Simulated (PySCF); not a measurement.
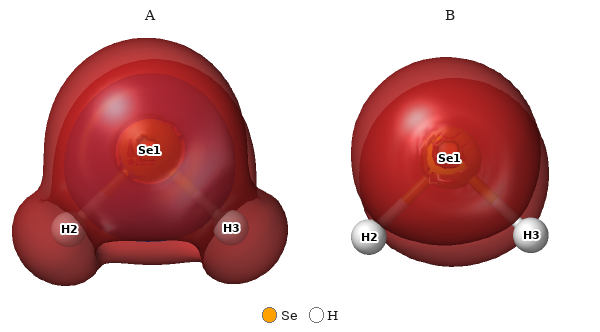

H2Se, SMILES `[SeH2]`. The Fukui function f⁻ from two separate SCF calculations and the density of the HOMO, at ±0.02 e/Å³ (red positive, blue negative).

Computed with PySCF, PBE0/def2-SVPD, geometry: GFN2-xTB. No frequency check shows the geometry to be a minimum. GFN2-xTB bond lengths at metals and heavier atoms can be off by up to 0.1 Å and shapes distorted, which carries into these values.

Question: Which panel is which, and how good is the frozen-orbital picture?

Answer: A is f⁻ (it has negative regions), B the HOMO density. The HOMO lies on Se1 (91 %); f⁻ (Hirshfeld-condensed) is largest on Se1 (0.78); the vertical ionisation energy is 9.83 eV. Relaxation shifts 13 % of the electron between atoms. The orbital energy is −7.13 eV.

Cost of the run: 18 s on 1 thread of Intel(R) Xeon(R) Platinum 8488C (Sapphire Rapids), on a shared host, peak memory 0.26 GiB.
